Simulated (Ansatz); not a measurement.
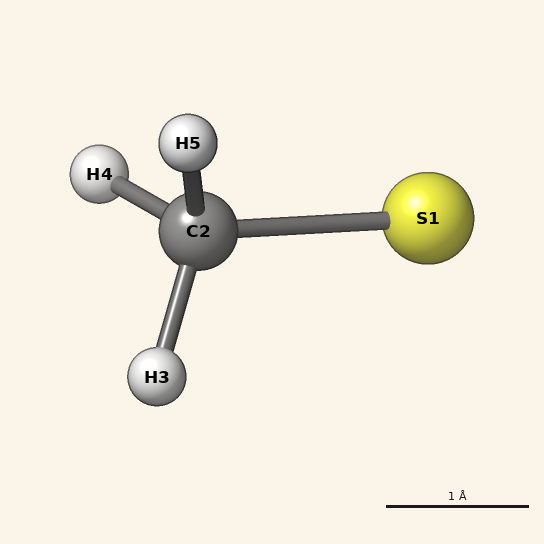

The atoms are numbered. Charge 0, doublet. The geometry was computed by an optimisation with PBE0-D4/def2-TZVP.

Estimate the angles S1–C2–H4, S1–C2–H3, H3–C2–H5, H3–C2–H4.

```csv
angle,degrees
S1–C2–H4,106.4
S1–C2–H3,111.9
H3–C2–H5,110.9
H3–C2–H4,107.7
```
